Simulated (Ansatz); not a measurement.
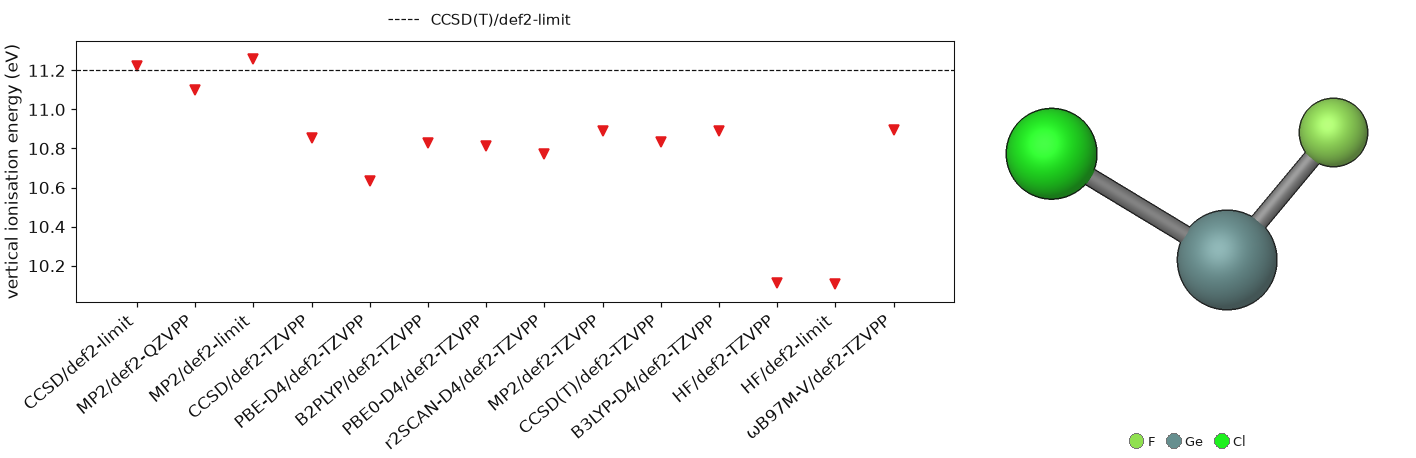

Vertical ionisation energy of GeClF, SMILES [F][Ge][Cl], singlet, taken as the energy of the cation less that of the neutral at fixed geometry (unrestricted doublet cation, cores frozen in correlated methods, no spin-orbit coupling), the Ansatz code, at a PBE0-D4/def2-TZVP geometry (a minimum by its frequencies). Limit means an estimate of the basis limit from triple and quadruple zeta; for coupled cluster it is either extrapolated directly or built as the MP2 limit plus the step from MP2 in triple zeta. B2PLYP/def2-TZVPP holds a correlation term that converges slowly with the basis, so part of the distance to the limit is basis error. The distance of MP2/def2-QZVPP, CCSD/def2-TZVPP, MP2/def2-TZVPP and CCSD(T)/def2-TZVPP to the limit includes basis error.

### What range do the values span, the line included?

From 10.11 eV (HF/def2-limit) to 11.26 eV (MP2/def2-limit).

### Give the values.

| level | eV | less CCSD(T)/def2-limit |
| --- | --- | --- |
| CCSD/def2-limit | 11.22 | 0.02 |
| MP2/def2-QZVPP | 11.10 | −0.10 |
| MP2/def2-limit | 11.26 | 0.06 |
| CCSD/def2-TZVPP | 10.85 | −0.35 |
| PBE-D4/def2-TZVPP | 10.63 | −0.57 |
| B2PLYP/def2-TZVPP | 10.83 | −0.37 |
| PBE0-D4/def2-TZVPP | 10.81 | −0.39 |
| r2SCAN-D4/def2-TZVPP | 10.77 | −0.43 |
| MP2/def2-TZVPP | 10.89 | −0.31 |
| CCSD(T)/def2-TZVPP | 10.83 | −0.37 |
| B3LYP-D4/def2-TZVPP | 10.89 | −0.31 |
| HF/def2-TZVPP | 10.11 | −1.09 |
| HF/def2-limit | 10.11 | −1.10 |
| ωB97M-V/def2-TZVPP | 10.90 | −0.30 |
| CCSD(T)/def2-limit | 11.20 | 0.00 |

Caveats, for all or some of the runs: no scalar relativity up to krypton; outer-core shells are correlated without core-valence functions, which makes the correlated values less sure.
